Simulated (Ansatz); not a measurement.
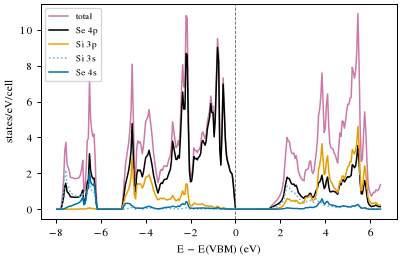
Figure: Total and projected density of states of SiSe2 in space group Ibam (No. 72; Si on 4a, Se on 8j), DFT-PBE+D3(BJ) in the program Ansatz with PAW potentials

Question: Which orbitals carry the states next to the gap?

Answer: Top 1 eV of the valence band: Se 4p 96 %. Bottom 1 eV of the conduction band: Se 4p 46 %, Si 3s 32 %, Si 3p 14 %, outside the projected shells 6 %. Projections are on Löwdin-orthogonalised atomic valence shells; empty p or d shells of many metals are not among them.

Question: Where is the tallest occupied peak in this window, and what makes it?

Answer: Near -2.2 eV, about 11 states/eV per cell; the largest projected share is Se 4p.

Symmetry was held in the PBE+D3(BJ) relaxation; of distortions, only those at the zone centre were tested. Spin–orbit coupling is left out wherever it is not named.

Potentials: the later of the program's two PAW sets.
